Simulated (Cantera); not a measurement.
A closed system holds: 1 mol CO₂, 0.15 mol H₂O, 4 mol O₂, held at 8.25 Torr.

Cantera equilibrium calculation (NASA polynomials, part measured and part estimated; ideal gas, pure solids and liquids). Candidate condensed phases: C, C₆H₆, C₇H₈, C₈H₁₈, H₂O; 110 gas species. Rates play no part.

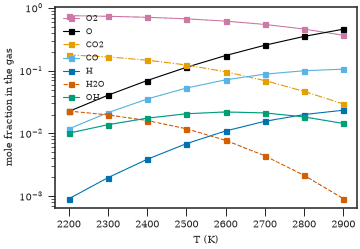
Figure: Equilibrium gas composition (values under 1e-9 drawn at 1e-9)

### Question
Read off the mole fractions at 2200 K.

### Answer
O₂ about 0.75, CO₂ about 0.18, H₂O about 0.023, O about 0.022, CO about 0.012, OH about 0.010, H about 0.00091.
